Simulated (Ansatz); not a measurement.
**C5H12Si (SMILES C=C[Si](C)(C)C): BHLYP/6-31G(d) (spherical functions)**

What is the electronic atomisation energy of C5H12Si at BHLYP/6-31G* (spherical functions)? 

Program for the calculation: Ansatz 0.2.0.

31 further runs of the same task are left out: 31 set aside as unsound or not needed.

### Step 1. The system as given

C5H12Si: 18 atoms, total charge 0, spin state singlet. As SMILES, `C=C[Si](C)(C)C`. Geometry: relaxed at PBE0-D4/def2-TZVP. This is one conformer, not always the lowest.

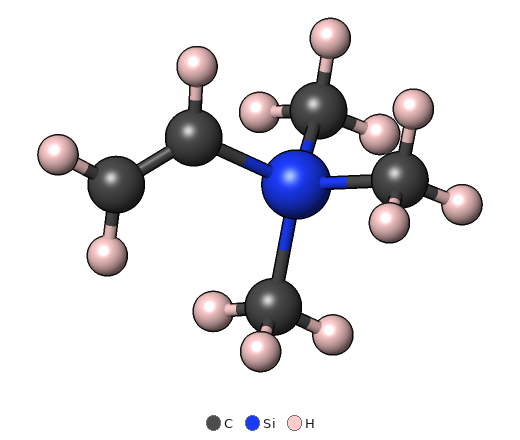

The structure, seen from a chosen angle (carbon dark grey, silicon blue, hydrogen pink).

### Step 2. The energy at BHLYP/6-31G(d) (spherical functions)

File run.yaml:

```yaml
basis:
  gaussian:
    orbitals: 6-31G_st_-spherical.json
crystal:
  periodic: [false, false, false]
  atoms:
    - {symbol: C, position_ang: [-2.463470, -0.560850, 0.441110]}
    - {symbol: C, position_ang: [-1.600000, 0.041460, -0.372240]}
    - {symbol: Si, position_ang: [0.250010, 0.097990, -0.111240]}
    - {symbol: C, position_ang: [0.693770, -0.817270, 1.461280]}
    - {symbol: C, position_ang: [0.791320, 1.889350, 0.012330]}
    - {symbol: C, position_ang: [1.095130, -0.702450, -1.581740]}
    - {symbol: H, position_ang: [-3.533840, -0.570330, 0.252000]}
    - {symbol: H, position_ang: [-2.138230, -1.076560, 1.340760]}
    - {symbol: H, position_ang: [-2.008990, 0.536650, -1.254490]}
    - {symbol: H, position_ang: [0.218540, -0.365270, 2.335650]}
    - {symbol: H, position_ang: [1.775050, -0.792910, 1.621980]}
    - {symbol: H, position_ang: [0.389440, -1.865980, 1.413780]}
    - {symbol: H, position_ang: [0.321910, 2.383320, 0.866720]}
    - {symbol: H, position_ang: [1.875770, 1.963820, 0.132240]}
    - {symbol: H, position_ang: [0.516990, 2.446350, -0.887640]}
    - {symbol: H, position_ang: [0.807560, -1.752570, -1.676110]}
    - {symbol: H, position_ang: [0.825840, -0.197420, -2.513330]}
    - {symbol: H, position_ang: [2.183160, -0.657310, -1.481070]}
hamiltonian:
  xc: {name: BHLYP}
accuracy: high
output: {orbitals: {seedname: orbitals}}
```

The basis set 6-31G* is read from a file made from the Basis Set Exchange's data (not shown).

Launch:

```
$ ansatz run run.yaml --threads 1 --pin off --max-ram 3480MiB --events-out events.jsonl --progress --plain --runs-dir runs
```

Log:

```text
Warning: RAYON_NUM_THREADS=1 ignored (pool sized by the plan → 1); use --threads N
Functional definition: BHLYP
  name "BHLYP"
  parameter a = 0.5
  exchange = (1 - a)*b88_x + a*exact_x
  correlation = lyp_c
2859 factors; integrals over basis functions are off by at most 4.2e-9 eV
mean field evaluation 1: about -13246.3694 eV, gradient 5.6e1 eV
mean field evaluation 2: about -13249.5227 eV, gradient 4.2e1 eV
mean field evaluation 4: about -13253.9809 eV, gradient 2.0e0 eV
mean field evaluation 8: about -13254.8035 eV, gradient 2.6e-1 eV
mean field evaluation 16: about -13254.8040 eV, gradient 6.1e-5 eV
mean field -13254.80395232 eV, -487.1050608189 hartree, gradient 4.9e-8 eV, S^2 0.000000; 0 other end points of the search recorded, 0 dependent functions left out
reference -13254.80398261 eV, -487.1050619322 hartree; 28, 28 occupied and 84, 84 virtual orbitals, 2859 factors
Total energy: -13254.80398261 eV, -487.1050619322 hartree
```

It took 11 s on 1 thread of Intel Xeon 6975P-C (Granite Rapids), shared host; peak memory 0.53 GiB.

### Step 3. The C atom at the same level

File job.yaml:

```yaml
crystal:
  periodic: [false, false, false]
  atoms:
    - {symbol: C, position_ang: [0.000000, 0.000000, 0.000000]}
basis:
  gaussian:
    orbitals: 6-31G_st_-spherical.json
magnetization:
  spin_polarized: true
  initial_magnetization: 2
hamiltonian:
  xc: {name: BHLYP}
accuracy: high
```

The basis set 6-31G* is read from a file made from the Basis Set Exchange's data (not shown).

Run the same way, it converges to -37.83454 Eh (log not shown).

### Step 4. The H atom, same level

File run.yaml:

```yaml
crystal:
  periodic: [false, false, false]
  atoms:
    - symbol: H
      position_ang: [0.000000, 0.000000, 0.000000]
basis:
  gaussian:
    orbitals: "6-31G*"
magnetization:
  spin_polarized: true
  initial_magnetization: 1
hamiltonian:
  xc: {name: BHLYP}
accuracy: high
```

Run the same way, it converges to -0.49683 Eh (log not shown).

### Step 5. The Si atom

File molecule.yaml:

```yaml
crystal:
  periodic: [false, false, false]
  atoms:
    - {symbol: Si, position_ang: [0.000000, 0.000000, 0.000000]}
basis:
  gaussian:
    orbitals: 6-31G_st_-spherical.json
magnetization:
  spin_polarized: true
  initial_magnetization: 2
hamiltonian:
  xc: {name: BHLYP}
accuracy: high
```

The basis set 6-31G* is read from a file made from the Basis Set Exchange's data (not shown).

Launch:

```
$ ansatz run molecule.yaml --threads 1 --pin off --max-ram 3480MiB --events-out events.jsonl --progress --plain --runs-dir runs
```

Log:

```text
Warning: RAYON_NUM_THREADS=1 ignored (pool sized by the plan → 1); use --threads N
[... 5 set-up lines as earlier in the session ...]
141 factors; integrals over basis functions are off by at most 2.6e-9 eV
mean field evaluation 1: about -7873.7365 eV, gradient 2.2e0 eV
mean field evaluation 2: about -7873.7887 eV, gradient 5.1e-1 eV
mean field evaluation 4: about -7873.7949 eV, gradient 7.9e-2 eV
mean field evaluation 8: about -7873.7950 eV, gradient 3.4e-4 eV
mean field -7873.79502003 eV, -289.3566299362 hartree, gradient 1.8e-8 eV, S^2 2.002700; 0 other end points of the search recorded, 0 dependent functions left out
reference -7873.79503436 eV, -289.3566304627 hartree; 8, 6 occupied and 10, 12 virtual orbitals, 141 factors
Total energy: -7873.79503436 eV, -289.3566304627 hartree
```

Wall time 0.3 s (1 thread of Intel Xeon 6975P-C (Granite Rapids), shared host).

### Step 6. Outcome

Level: BHLYP/6-31G* (spherical functions).

| quantity | value |
| --- | --- |
| molecule: total energy | -487.10506 Eh |
| molecule: HOMO energy | -8.32 eV |
| molecule: LUMO energy | 1.55 eV |
| molecule: HOMO–LUMO gap | 9.87 eV |
| C atom: total energy | -37.83454 Eh |
| C atom: ⟨S²⟩ | 2.003 |
| H atom: total energy | -0.49683 Eh |
| H atom: ⟨S²⟩ | 0.750 |
| Si atom: total energy | -289.35663 Eh |
| Si atom: ⟨S²⟩ | 2.003 |
| electronic atomisation energy | 71.123 eV |

In words: Taking the molecule apart into free atoms costs 71.12 eV (6862 kJ/mol), before zero-point energy and without spin-orbit coupling.
